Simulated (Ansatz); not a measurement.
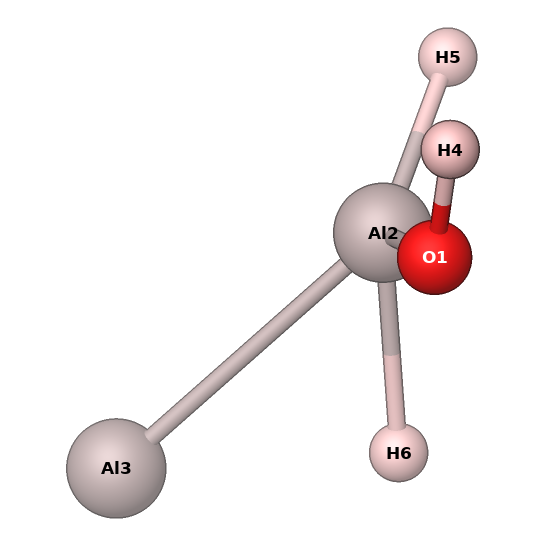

Al2 lies behind O1. The molecule seen a little off the O1–Al2 bond, O1 in front. Distant atoms are faded towards the background colour. State: neutral, doublet. The computed structure is the end point of a PBE-D4/def2-SVP optimisation. No frequency run is at hand to confirm it as a minimum.

What is the torsion angle H4–O1–Al2–Al3? The sign is positive where the front bond must turn clockwise to cover the back bond.

−136°, anticlinal.
